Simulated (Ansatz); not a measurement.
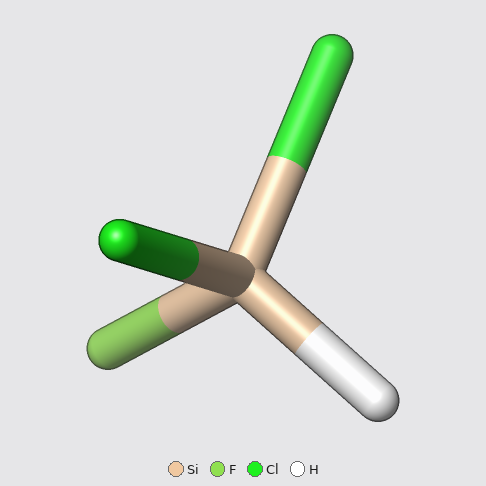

> What is the molecular formula?

Cl₂FHSi, 5 atoms: 2 chlorine, 1 fluorine, 1 hydrogen and 1 silicon.

> How many bonds of each kind are drawn?

2 Cl–Si, 1 F–Si, 1 Si–H. Sticks follow a distance rule.

> Give the symmetry (Schoenflies symbol).

Cs.

> How many atoms are distinct by symmetry?

4: 1 Si, 1 F, 2 Cl, 1 H.

The parts below concern this one geometry. Atoms keep their numbers from picture to picture. The computed structure is the end point of a PBE0-D4/def2-TZVP optimisation.

**Geometry**

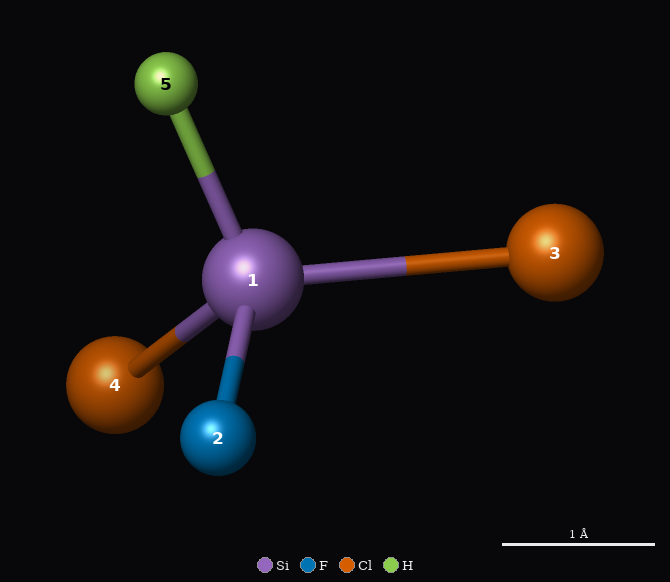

The atoms are numbered.

Give the bond lengths.

| bond | length (Å) |
| --- | --- |
| Si1–F2 | 1.581 |
| Si1–Cl3 | 2.024 |
| Si1–Cl4 | 2.024 |
| Si1–H5 | 1.467 |

**Thermal motion**

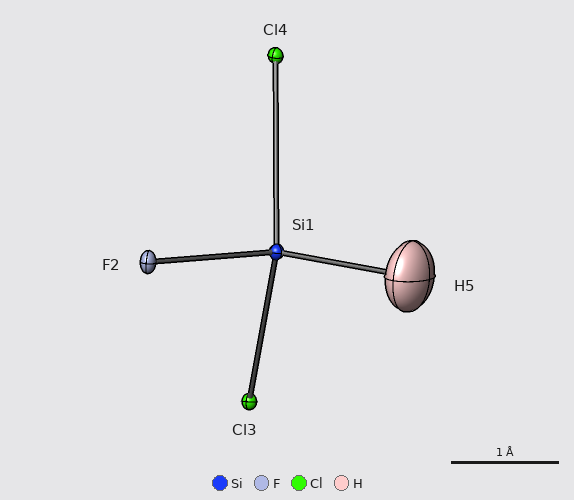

Displacement ellipsoids at the 50 % level, enlarged 1.5 times, from the internal vibrations of the free molecule (harmonic, no overall translation or rotation; no half-axis is drawn under 0.075 Å). Vibrations computed with RKS PBE0-D4/def2-TZVP (Ansatz 0.2.0). Temperature: 0 K (zero-point motion alone).

> Which atom moves most?

H5, with U_eq = 0.0166 Å².

> Does H5 move more along its bond or across it?

Across it: the root-mean-square amplitude is 0.090 Å along the bond and up to 0.145 Å across, since bending and torsion are softer than stretching.

List U_eq and the three principal root-mean-square amplitudes for each kind of atom.

| atom | U_eq (Å²) | rms amplitudes (Å) |
| --- | --- | --- |
| Si1 | 0.00092 | 0.028, 0.029, 0.034 |
| F2 | 0.0015 | 0.020, 0.042, 0.048 |
| Cl3, Cl4 | 0.00062 | 0.010, 0.025, 0.034 |
| H5 | 0.0166 | 0.090, 0.143, 0.145 |

**Electronic properties**

Method: RKS PBE0-D4/def2-TZVPP (Ansatz 0.2.0).

> Estimate the HOMO energy (Kohn–Sham orbital).

−9.66 eV.

> Estimate the HOMO–LUMO gap.

9.87 eV.

**Dipole moment**

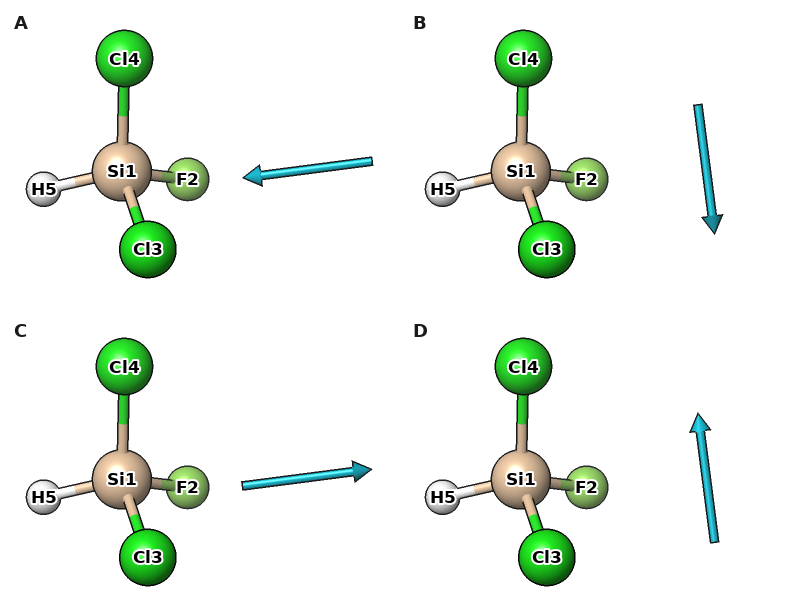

The same molecule four times, each with an arrow. Method: RKS PBE0-D4/def2-TZVP (Ansatz 0.2.0).

> Which arrow points along the dipole moment, from the negative to the positive end?

A. The dipole moment is 1.01 D; it points from the side of F2 to the side of H5 (the outermost atoms at the two ends).
